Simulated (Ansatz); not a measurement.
The figure comes from a scan of PtS2 (CdI2 type): one S atom of a 3-atom cell moves by u along (1.00, 0.00, 0.00) and v along (0.00, 0.00, 1.00). All values below come from PBEsol-D3(BJ) (plane waves to 420 eV, PAW, scalar-relativistic; Ansatz, an electronic-structure program). k mesh 12×12×9 (Γ-centred), Fermi-Dirac smearing 0.05 eV. Energies are smeared free energies. Points where atoms come too close for the PAW data are left out (x in tables, blank in figures). With partly filled bands, energies and forces of such displacements shift with the k mesh and the smearing. PtS2 is run without spin polarisation. PtS2 was relaxed with its symmetry unable to fall. Spin-orbit coupling is left out, though Pt is heavy. The zero of ΔE is the undisplaced structure. Axes are in Å.

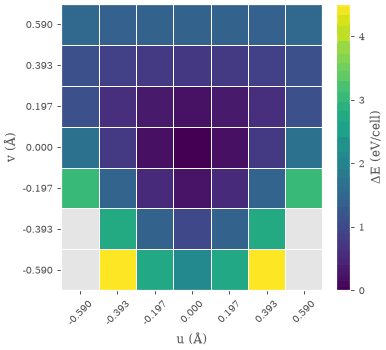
Figure. ΔE (eV/cell), one tile a computed point.

Q: Read the plotted values off the figure, to the accuracy that the plot allows.

A: To the nearest 0.5:

ΔE (eV/cell), with u across and v down:

```tsv
v \ u	-0.590	-0.393	-0.197	0.000	0.197	0.393	0.590
-0.590	x	4.5	2.5	2.0	2.5	4.5	x
-0.393	x	2.5	1.5	1.0	1.5	2.5	x
-0.197	3.0	1.5	0.5	0.0	0.5	1.5	3.0
0.000	1.5	0.5	0.0	0.0	0.0	0.5	1.5
0.197	1.0	0.5	0.5	0.0	0.5	0.5	1.0
0.393	1.0	1.0	1.0	0.5	1.0	1.0	1.0
0.590	1.5	1.5	1.5	1.5	1.5	1.5	1.5
```

(For displaced atoms, the force is minus the slope of the energy, and its curvature is a force constant, which sets phonon frequencies.)
